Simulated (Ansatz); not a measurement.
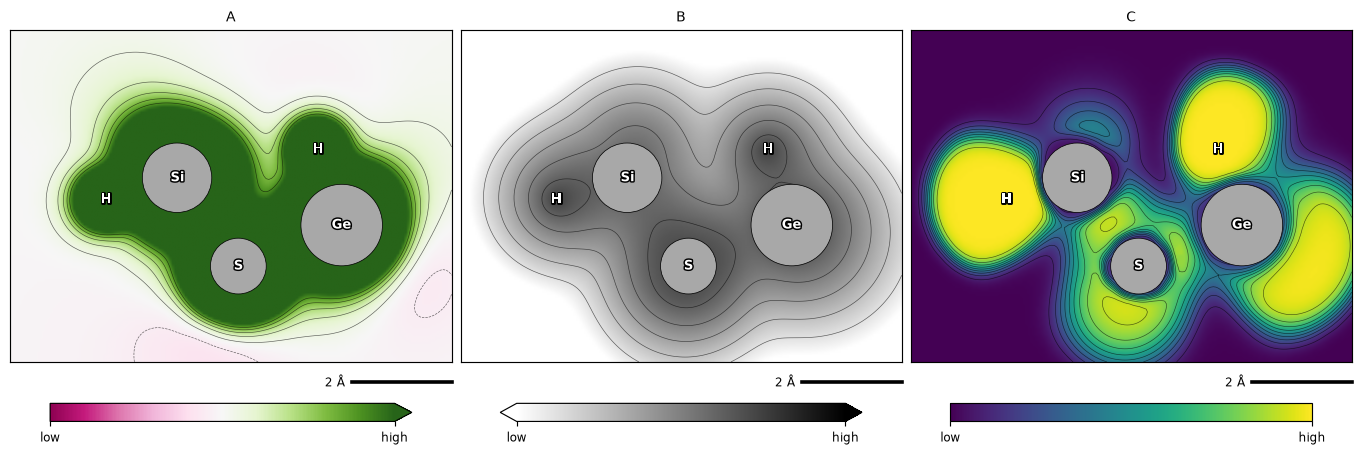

GeH$_{4}$SSi: 3 fields on the plane of atoms Ge1, S2 and Si3, with unlabelled colour scales. Grey discs cover the atomic cores.

Geometry: r2SCAN-D4/def2-SVP.

Method: isolated molecule in a Gaussian basis; Kohn-Sham density functional theory, functional PBE0 in Ansatz.

### Which field does each panel show? The fields are: electron density, electron localisation function and electrostatic potential.

Panel A: electrostatic potential (strongly positive close to the atoms and fading to about zero outside). Panel B: electron density. Panel C: electron localisation function. From the grid: Si–S (2.17 Å): ρ is about 0.79 e/Å³ halfway; the ELF peaks at about 0.90 between the atoms, as expected for localised, covalent bonding. Ge–S (2.24 Å): ρ at the midpoint is about 0.69 e/Å³; the ELF peaks at about 0.85 in the valence shell of S, 0.9 Å from its nucleus, and is about 0.70 at the midpoint.
